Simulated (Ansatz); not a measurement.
Run report: C₂H₄BIn, geometry relaxation

The run: geometry relaxation of C₂H₄BIn. Method and program: RKS B3LYP-D4/def2-mTZVP (Ansatz 0.2.0).

It belongs to a series of runs on one base structure; here: end point A relaxed.

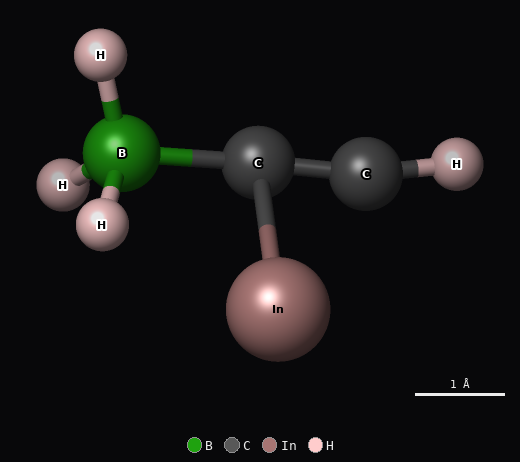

**Figure 1.** The input geometry (ball-and-stick view, seen at a tilt). Sticks mark near contacts. Bond lengths as drawn: B–C 1.57 Å, B–H 1.19 to 1.28 Å, C–C 1.22 Å, C–H 1.06 Å and C–In 2.57 Å.

Input:
```yaml
crystal:
  periodic: [false, false, false]
  atoms:
    - { symbol: B, position_ang: [-0.40292, 0.99073, -0.36515] }
    - { symbol: C, position_ang: [0.6086, -0.11546, 0.11123] }
    - { symbol: C, position_ang: [1.26049, -1.05009, 0.55064] }
    - { symbol: In, position_ang: [-1.33606, -1.80039, 0.1531] }
    - { symbol: H, position_ang: [-0.51773, 1.80492, 0.49964] }
    - { symbol: H, position_ang: [-0.10242, 1.42961, -1.43043] }
    - { symbol: H, position_ang: [2.02546, -1.65748, 0.96744] }
    - { symbol: H, position_ang: [-1.53543, 0.39816, -0.48647] }
basis:
  gaussian: { orbitals: def2-mTZVP }
hamiltonian:
  xc: b3lyp
  dispersion: d4
relax:
  f_tol: 0.02
  max_steps: 50
output:
  orbitals: {}
```

Run as:
```bash
ansatz run input.yaml --threads 2 --pin off --max-ram 3072MiB --backend cpu --events-out ev --progress --plain --runs-dir out
```

Output:
```
The last accepted step is kept in [file] (removed where the run ends without a failure and the disk answers)
Engine: ansatz 0.2.0, x86_64-unknown-linux-gnu
Functional definition: B3LYP
  parameter a0 = 0.2
  parameter ax = 0.72
  parameter ac = 0.81
  exchange = (1 - a0 - ax)*slater_x + ax*b88_x + a0*exact_x
  correlation = (1 - ac)*vwn_rpa_c + ac*lyp_c
1175 factors; integrals over basis functions are off by at most 6.6e-4 eV
mean field evaluation 1: about -7981.6686 eV, gradient 5.6e1 eV
mean field evaluation 2: about -7932.9942 eV, gradient 1.2e2 eV
mean field evaluation 4: about -7990.1123 eV, gradient 1.9e1 eV
mean field evaluation 8: about -7991.0764 eV, gradient 3.7e-1 eV
mean field evaluation 16: about -7991.0768 eV, gradient 2.8e-5 eV
mean field -7991.07680393 eV, -293.6666559980 hartree, gradient 2.8e-5 eV, S^2 0.000000; 0 other end points of the search recorded, 0 dependent functions left out
the calculation of the forces begins
reference -7991.07706677 eV, -293.6666656571 hartree; 21, 21 occupied and 84, 84 virtual orbitals, 1175 factors
relax step   1: F+E_penalty+E_count = -7991.39024565 eV  Δ(F+E_penalty+E_count) = +0.000e0 eV  max|allowed force component| = 5.304e-1 eV/Å  Δτ_max = 0.0000 Å  (27 SCF iters, accepted)
these checks for a lower state are left out or cut short: starts, cluster_reference, orbital_swaps, neighbouring_geometries, increment
1175 factors; integrals over basis functions are off by at most 7.3e-4 eV
mean field -7991.07970683 eV, -293.6667626777 hartree, gradient 1.3e-5 eV, S^2 0.000000; 0 other end points of the search recorded, 0 dependent functions left out
the calculation of the forces begins
reference -7991.07997163 eV, -293.6667724089 hartree; 21, 21 occupied and 84, 84 virtual orbitals, 1175 factors
relax step   2: F+E_penalty+E_count = -7991.40989596 eV  Δ(F+E_penalty+E_count) = -1.965e-2 eV  max|allowed force component| = 3.613e-1 eV/Å  Δτ_max = 0.1246 Å  (32 SCF iters, accepted)
these checks for a lower state are left out or cut short: starts, cluster_reference, orbital_swaps, neighbouring_geometries, increment
1175 factors; integrals over basis functions are off by at most 7.0e-4 eV
mean field -7991.10873090 eV, -293.6678292925 hartree, gradient 2.6e-5 eV, S^2 0.000000; 0 other end points of the search recorded, 0 dependent functions left out
the calculation of the forces begins
reference -7991.10899363 eV, -293.6678389476 hartree; 21, 21 occupied and 84, 84 virtual orbitals, 1175 factors
relax step   3: F+E_penalty+E_count = -7991.41406755 eV  Δ(F+E_penalty+E_count) = -4.172e-3 eV  max|allowed force component| = 2.795e-1 eV/Å  Δτ_max = 0.0697 Å  (32 SCF iters, accepted)
these checks for a lower state are left out or cut short: starts, cluster_reference, orbital_swaps, neighbouring_geometries, increment
1175 factors; integrals over basis functions are off by at most 6.8e-4 eV
mean field evaluation 32: about -7991.0333 eV, gradient 3.3e0 eV
mean field -7991.10863169 eV, -293.6678256465 hartree, gradient 2.6e-5 eV, S^2 0.000000; 0 other end points of the search recorded, 0 dependent functions left out
the calculation of the forces begins
reference -7991.10889501 eV, -293.6678353234 hartree; 21, 21 occupied and 84, 84 virtual orbitals, 1175 factors
relax step   4: F+E_penalty+E_count = -7991.42324810 eV  Δ(F+E_penalty+E_count) = -9.181e-3 eV  max|allowed force component| = 3.188e-1 eV/Å  Δτ_max = 0.0557 Å  (31 SCF iters, accepted)
these checks for a lower state are left out or cut short: starts, cluster_reference, orbital_swaps, neighbouring_geometries, increment
1175 factors; integrals over basis functions are off by at most 6.9e-4 eV
mean field -7991.09348652 eV, -293.6672690719 hartree, gradient 2.5e-5 eV, S^2 0.000000; 0 other end points of the search recorded, 0 dependent functions left out
the calculation of the forces begins
reference -7991.09375110 eV, -293.6672787952 hartree; 21, 21 occupied and 84, 84 virtual orbitals, 1175 factors
relax step   5: F+E_penalty+E_count = -7991.42199317 eV  Δ(F+E_penalty+E_count) = +1.255e-3 eV  max|allowed force component| = 3.266e-1 eV/Å  Δτ_max = 0.0524 Å  (32 SCF iters, rejected (line search))
these checks for a lower state are left out or cut short: starts, cluster_reference, orbital_swaps, neighbouring_geometries, increment
1175 factors; integrals over basis functions are off by at most 6.9e-4 eV
mean field -7991.11213541 eV, -293.6679544061 hartree, gradient 2.5e-5 eV, S^2 0.000000; 0 other end points of the search recorded, 0 dependent functions left out
the calculation of the forces begins
reference -7991.11239913 eV, -293.6679640976 hartree; 21, 21 occupied and 84, 84 virtual orbitals, 1175 factors
relax step   6: F+E_penalty+E_count = -7991.43136026 eV  Δ(F+E_penalty+E_count) = -8.112e-3 eV  max|allowed force component| = 1.839e-1 eV/Å  Δτ_max = 0.0262 Å  (32 SCF iters, accepted)
these checks for a lower state are left out or cut short: starts, cluster_reference, orbital_swaps, neighbouring_geometries, increment
1175 factors; integrals over basis functions are off by at most 7.3e-4 eV
mean field -7991.11301285 eV, -293.6679866512 hartree, gradient 2.6e-5 eV, S^2 0.000000; 0 other end points of the search recorded, 0 dependent functions left out
the calculation of the forces begins
reference -7991.11327724 eV, -293.6679963675 hartree; 21, 21 occupied and 84, 84 virtual orbitals, 1175 factors
relax step   7: F+E_penalty+E_count = -7991.43679069 eV  Δ(F+E_penalty+E_count) = -5.430e-3 eV  max|allowed force component| = 3.755e-1 eV/Å  Δτ_max = 0.0462 Å  (31 SCF iters, accepted)
these checks for a lower state are left out or cut short: starts, cluster_reference, orbital_swaps, neighbouring_geometries, increment
1175 factors; integrals over basis functions are off by at most 7.3e-4 eV
mean field evaluation 64: about -7991.1174 eV, gradient 5.8e-4 eV
mean field -7991.11744531 eV, -293.6681495414 hartree, gradient 2.4e-5 eV, S^2 0.000000; 0 other end points of the search recorded, 0 dependent functions left out
the calculation of the forces begins
reference -7991.11770955 eV, -293.6681592518 hartree; 21, 21 occupied and 84, 84 virtual orbitals, 1175 factors
relax step   8: F+E_penalty+E_count = -7991.43936091 eV  Δ(F+E_penalty+E_count) = -2.570e-3 eV  max|allowed force component| = 1.998e-2 eV/Å  Δτ_max = 0.0138 Å  (32 SCF iters, accepted)
```

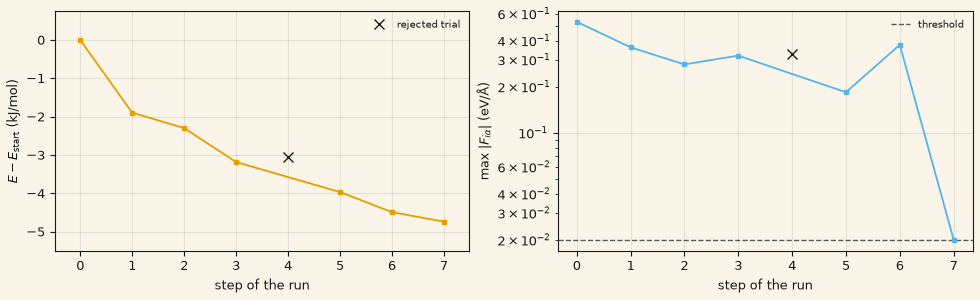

**Figure 2.** Progress of the relaxation, step by step (the first geometry is step 0 here and step 1 in the log).

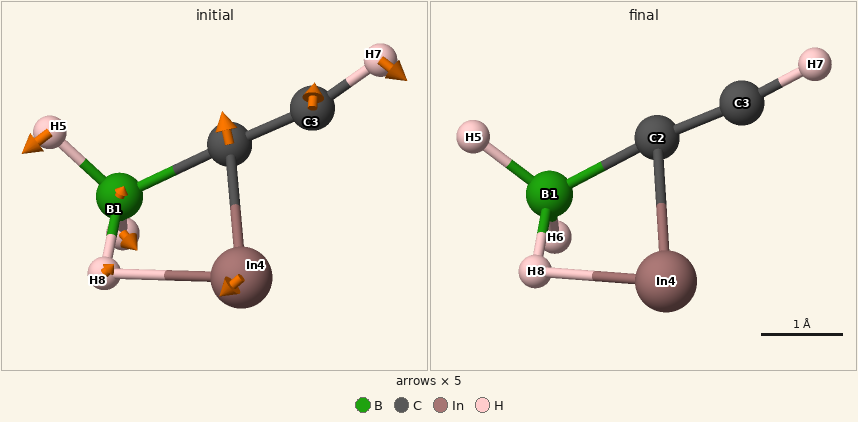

**Figure 3.** Before (left) and after (right) the relaxation, at one scale (ball-and-stick view, seen at a tilt). The orange arrows give the displacements, magnified 5 times. The largest move after the best rigid fit is that of H5, 0.089 Å. Largest moves by element: H 0.089 Å, C 0.085 Å, In 0.077 Å, B 0.030 Å. Distances before and after: In4–H8 2.298 → 2.219 Å, C2–In4 2.573 → 2.642 Å, B1–H5 1.193 → 1.203 Å, B1–C2 1.573 → 1.568 Å. Among the angles that change: C2–C3–H7 164.4° → 171.5°, B1–C2–In4 88.8° → 85.0°, H6–B1–H8 108.0° → 104.6°. The energy falls by 4.74 kJ/mol in 7 geometry steps. Largest force component: 0.53 eV/Å at the start, 0.02 eV/Å at the end. The line search rejected the trial step at point 4 (counted from 0) and went back. (Atoms are counted from 1 in the order of the input.)

```
1175 factors; integrals over basis functions are off by at most 7.3e-4 eV
mean field -7991.11744531 eV, -293.6681495414 hartree, gradient 2.4e-5 eV, S^2 0.000000; 1 other end points of the search recorded, 0 dependent functions left out
the calculation of the forces begins
reference -7991.11770955 eV, -293.6681592518 hartree; 21, 21 occupied and 84, 84 virtual orbitals, 1175 factors
Total energy: -7991.43962514 eV, -293.6799894317 hartree
Atom 0 at    -0.387011     0.982769    -0.340256 Å, force    -0.007202    -0.011535     0.005308 eV/Å
Atom 1 at     0.649795    -0.075006     0.173902 Å, force     0.013753    -0.012652     0.007497 eV/Å
Atom 2 at     1.322489    -1.014924     0.572155 Å, force    -0.007621     0.019984    -0.006032 eV/Å
Atom 3 at    -1.385255    -1.758228     0.112980 Å, force    -0.003243    -0.010709     0.000923 eV/Å
Atom 4 at    -0.593311     1.844513     0.473901 Å, force     0.002475     0.003986    -0.000257 eV/Å
Atom 5 at    -0.123721     1.371797    -1.447831 Å, force     0.002085     0.003709    -0.004970 eV/Å
Atom 6 at     2.028097    -1.731185     0.922560 Å, force    -0.004949    -0.000189    -0.001851 eV/Å
Atom 7 at    -1.511093     0.380263    -0.467410 Å, force     0.004701     0.007406    -0.000617 eV/Å
Dipole moment:    -0.269375    -1.082272     0.208493 e Å
```

Trajectory as extended XYZ (Å, eV, eV/Å), 8 frames, from step=1 to step=8:
```
8
Properties=species:S:1:pos:R:3:forces:R:3 step=1 energy=-7991.39025
B    -0.4029    0.9907   -0.3651    0.0889  -0.5304   0.1407
C     0.6086   -0.1155    0.1112   -0.0260   0.4662  -0.0269
C     1.2605   -1.0501    0.5506    0.3172   0.0545   0.0666
In   -1.3361   -1.8004    0.1531   -0.2487  -0.0804  -0.0312
H    -0.5177    1.8049    0.4996   -0.1643   0.1679   0.1654
H    -0.1024    1.4296   -1.4304   -0.0525   0.0395  -0.2952
H     2.0255   -1.6575    0.9674   -0.0013  -0.2504   0.0067
H    -1.5354    0.3982   -0.4865    0.0866   0.1332  -0.0261
8
Properties=species:S:1:pos:R:3:forces:R:3 step=2 energy=-7991.40990
B    -0.3865    0.9763   -0.3538    0.0641  -0.1642   0.2195
C     0.6440   -0.0910    0.1648   -0.2244  -0.1295   0.0178
C     1.2932   -1.0281    0.6115    0.3357  -0.0351  -0.1482
In   -1.4513   -1.7677    0.1189    0.2581   0.2965  -0.0147
H    -0.5697    1.8127    0.4912   -0.0677   0.0741  -0.0333
H    -0.1107    1.3906   -1.4450    0.0117   0.0086  -0.0777
H     2.0938   -1.6803    0.9046   -0.3613   0.0662   0.0219
H    -1.5127    0.3874   -0.4920   -0.0163  -0.1164   0.0147
8
Properties=species:S:1:pos:R:3:forces:R:3 step=3 energy=-7991.41407
B    -0.3895    0.9665   -0.3475    0.1207  -0.0072   0.1052
C     0.6480   -0.0977    0.1592   -0.0811  -0.0935   0.0547
C     1.2977   -1.0423    0.5888    0.2795   0.2081  -0.0913
In   -1.4304   -1.7025    0.1056    0.0079  -0.1660   0.0478
H    -0.5807    1.8065    0.4935   -0.0451   0.0224  -0.0377
H    -0.1226    1.3793   -1.4434   -0.0116   0.0009  -0.0346
H     2.0889   -1.6776    0.9264   -0.2539  -0.0670  -0.0063
H    -1.5114    0.3678   -0.4826   -0.0164   0.1022  -0.0378
8
Properties=species:S:1:pos:R:3:forces:R:3 step=4 energy=-7991.42325
B    -0.3864    0.9792   -0.3470    0.0555  -0.0871   0.0243
C     0.6448   -0.0962    0.1465   -0.0649   0.0721   0.0086
C     1.2913   -1.0507    0.5568    0.3188   0.1399   0.0927
In   -1.3991   -1.7461    0.1204   -0.0838  -0.1358   0.0162
H    -0.5739    1.8186    0.4936   -0.0168   0.0241   0.0020
H    -0.1256    1.3915   -1.4443    0.0032   0.0154  -0.0408
H     2.0595   -1.6793    0.9530   -0.2005  -0.0841  -0.0876
H    -1.5106    0.3830   -0.4790   -0.0115   0.0555  -0.0155
8
Properties=species:S:1:pos:R:3:forces:R:3 step=5 energy=-7991.42199 accepted=F
B    -0.3804    0.9913   -0.3445   -0.0672  -0.1515   0.0234
C     0.6419   -0.0845    0.1618   -0.1695   0.0518  -0.0267
C     1.2790   -1.0468    0.5686    0.3266  -0.0242   0.0763
In   -1.3887   -1.7960    0.1328    0.1120   0.2524  -0.0411
H    -0.5817    1.8414    0.4832    0.0189   0.0133   0.0003
H    -0.1168    1.3914   -1.4476    0.0330   0.0093  -0.0087
H     2.0525   -1.6945    0.9278   -0.2543  -0.0032  -0.0684
H    -1.5057    0.3977   -0.4821    0.0005  -0.1478   0.0448
8
Properties=species:S:1:pos:R:3:forces:R:3 step=6 energy=-7991.43136
B    -0.3854    0.9815   -0.3449    0.0257  -0.0023   0.0130
C     0.6478   -0.0831    0.1582   -0.0070  -0.0675   0.0195
C     1.2945   -1.0417    0.5607    0.1839   0.1773   0.0385
In   -1.3918   -1.7583    0.1236   -0.0449  -0.0681   0.0053
H    -0.5820    1.8299    0.4857   -0.0154   0.0116  -0.0050
H    -0.1225    1.3884   -1.4455    0.0000  -0.0008  -0.0153
H     2.0465   -1.6973    0.9390   -0.1302  -0.0701  -0.0494
H    -1.5071    0.3807   -0.4768   -0.0121   0.0198  -0.0066
8
Properties=species:S:1:pos:R:3:forces:R:3 step=7 energy=-7991.43679
B    -0.3807    0.9819   -0.3400   -0.1212  -0.0523  -0.0205
C     0.6440   -0.0856    0.1703   -0.1429   0.3755  -0.1237
C     1.3271   -1.0103    0.5700    0.1620  -0.3108   0.1208
In   -1.3983   -1.7572    0.1172    0.0263   0.0416  -0.0063
H    -0.5944    1.8374    0.4783    0.0259   0.0093   0.0101
H    -0.1237    1.3762   -1.4471    0.0298  -0.0001   0.0026
H     2.0314   -1.7226    0.9242    0.0493  -0.0578   0.0213
H    -1.5053    0.3803   -0.4728   -0.0292  -0.0053  -0.0044
8
Properties=species:S:1:pos:R:3:forces:R:3 step=8 energy=-7991.43936
B    -0.3870    0.9828   -0.3403   -0.0072  -0.0115   0.0053
C     0.6498   -0.0750    0.1739    0.0138  -0.0127   0.0075
C     1.3225   -1.0149    0.5722   -0.0076   0.0200  -0.0060
In   -1.3853   -1.7582    0.1130   -0.0032  -0.0107   0.0009
H    -0.5933    1.8445    0.4739    0.0025   0.0040  -0.0003
H    -0.1237    1.3718   -1.4478    0.0021   0.0037  -0.0050
H     2.0281   -1.7312    0.9226   -0.0049  -0.0002  -0.0019
H    -1.5111    0.3803   -0.4674    0.0047   0.0074  -0.0006
```

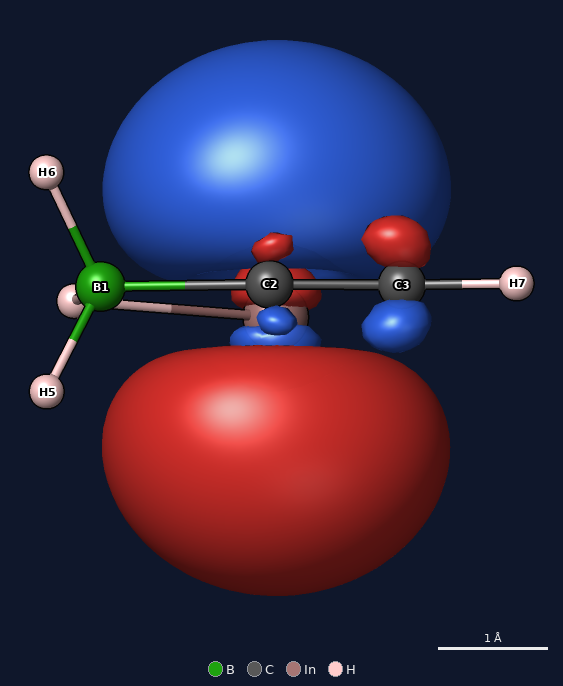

**Figure 4.** One frontier orbital at ±0.1 Å⁻³ᐟ² (blue and red are the two phases), seen from the side. The LUMO, at −2.39 eV. It lies mainly on In4 (90 %).

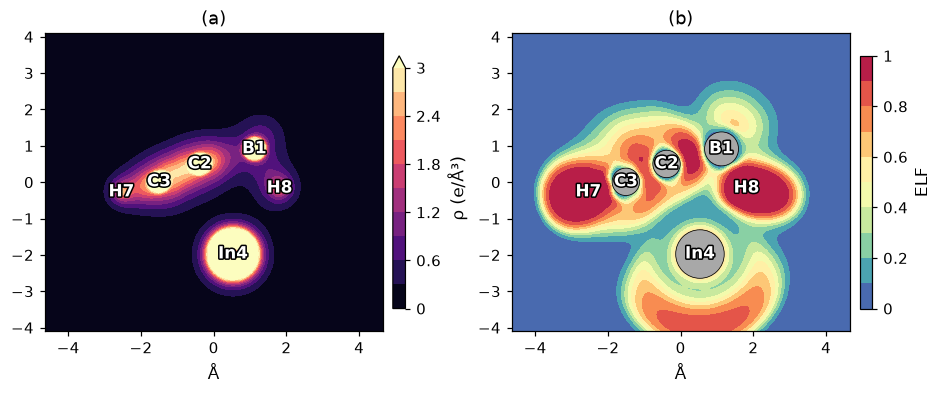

**Figure 5.** (a) electron density; (b) electron localisation function on the plane of atoms C2, B1 and H8. Grey discs, where drawn, cover atomic cores. Atoms in the plane: B, C, In and H. C–C (1.22 Å): ρ at the midpoint is about 2.8 e/Å³; the ELF peaks at about 0.85 between the atoms; a double or triple bond. C–H (1.06 Å): ρ is about 2.1 e/Å³ halfway; the ELF climbs to about 1 towards the hydrogen, as it does in any bond to H (a covalent bond by its length). In–H (2.22 Å): ρ is about 0.34 e/Å³ halfway, with its minimum of 0.24 e/Å³ about 1.3 Å from In; the ELF climbs to about 1 towards the hydrogen.

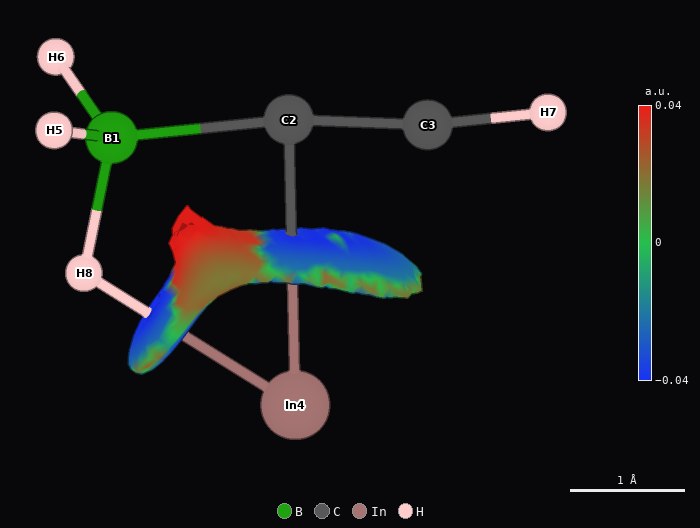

**Figure 6.** Non-covalent interaction (NCI) plot: the surface where the reduced density gradient is 0.5, for densities under 0.05 a.u., coloured by sign(λ₂)ρ; seen at a tilt.

Results in brief:

- outcome: converged
- total energy: −7991.4396 eV
- mean-field energy: −7991.1177 eV
- largest force (length of the vector) at the end: 0.022 eV/Å
- hardware: 2 threads of AMD EPYC (Zen 5), 16 GiB of memory available, shared host
- wall time: 10 s (CPU time 19 s)
- peak memory: 0.25 GiB
